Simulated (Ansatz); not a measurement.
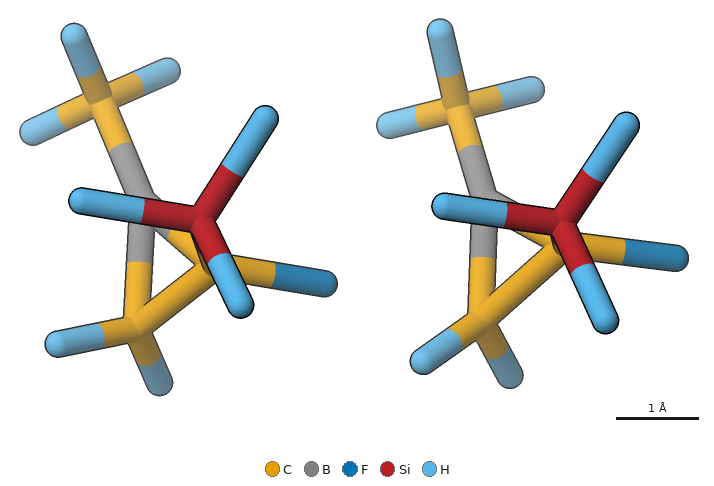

Two geometries of C3H8BFSi, drawn at one scale. One is the start of a relaxation, the other its converged end. Style: stick. Shown from a free direction.

The calculation used RKS B3LYP/cc-pVDZ (Ansatz). Set-up: no spin polarisation; force threshold 0.015 eV/Å; at most 40 steps.

> Which one is relaxed?

The right one is the relaxed one. The run prepares an end point of a later path (torsion) calculation, from a guessed geometry. The largest move after the best rigid fit is that of the F atom, 0.32 Å. Largest moves by element: F 0.32 Å, C 0.28 Å, H 0.27 Å, B 0.19 Å, Si 0.10 Å. Near-neighbour distances that change, for instance: C–C 1.440 → 1.554 Å, B–C 1.638 → 1.547 Å, B–C 1.611 → 1.535 Å, C–H 1.155 → 1.095 Å. Bond angles that change, for instance: B–C–H 110.0° → 128.3°, B–C–Si 116.4° → 126.6°, B–C–H 105.5° → 115.2°. Over 7 accepted moves (9 points after the start) the energy falls by 0.824 eV. The largest force component goes from 3.4 to 0.013 eV/Å. The line search rejected the trial steps at points 5, 8 of the run.
